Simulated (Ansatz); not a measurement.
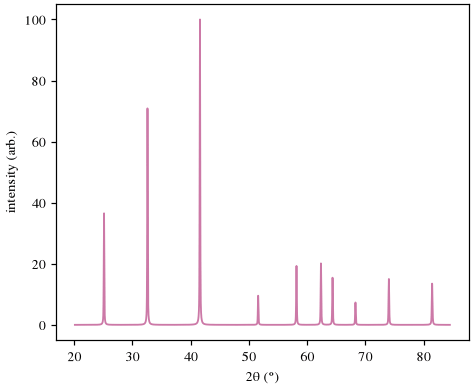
Fig. 1. Simulated powder pattern, Cu Kα, λ = 1.54184 Å

The pattern belongs to a structure relaxed with PBE (plane waves, PAW; program Ansatz).

Problem. Pick the material that matches.
(A) ZrO2, CdI2 type
(B) ZrN, rock salt
(C) ZrB2, P6/mmm (Zr on 1a, B on 2d)
(D) TiGe2, P6/mmm (Ti on 1a, Ge on 2d)

Solution. C, ZrB2, P6/mmm (Zr on 1a, B on 2d)

The PBE relaxation kept the symmetry of its start. The run is not spin-polarised.

Potentials: the later of the program's two PAW sets.
